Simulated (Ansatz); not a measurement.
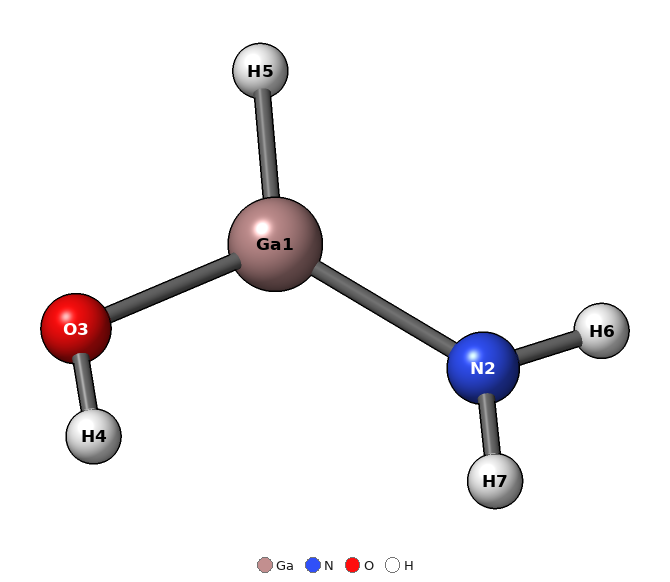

Harmonic vibrations computed with RKS PBE0-D4/def2-TZVP (Ansatz 0.2.0) at a stationary point of the same level.

How many imaginary frequencies does it have?

Answer. A minimum: no imaginary frequency, and the lowest mode lies at 171 cm⁻¹.

List the wavenumbers.

Answer. 15 modes: 171, 190, 314, 361, 535, 559, 685, 716, 745, 839, 1563, 2058, 3621, 3726, 3909 cm⁻¹.
